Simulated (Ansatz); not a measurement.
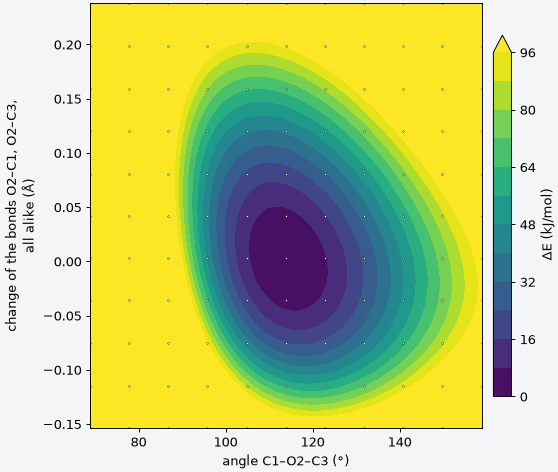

C₃H₆O₃, SMILES COC(O)C=O. 
- First axis: angle C1–O2–C3. Second axis: change of the bonds O2–C1, O2–C3, all alike.
- Nothing is relaxed (all other coordinates rigid).
- The grid has 11 × 11 points.
- Points are written as (first, second).
- Energies are in kJ/mol, from the lowest grid point.
- Computed with Ansatz 0.2.0, RKS PBE0-D4/def2-SVP.

In the figure: filled contours, dots at the grid points, one colour for all values above the top of the scale. Between grid points the surface is interpolated.

> Where is the minimum, and how stiff is the well along each coordinate?

The interpolated minimum is at angle C1–O2–C3 ≈ 113.8°, the second coordinate ≈ 0.000 Å. The curvatures there are about 6.9 eV/rad² and 75 eV/Å², with a cross term of about 5.2 eV/(rad·Å). Round the minimum the valley is somewhat tilted: raising angle C1–O2–C3 shifts the best value of the second coordinate downwards (coupling k₁₂/√(k₁₁k₂₂) about 0.2). (1 eV is 96.5 kJ/mol.)
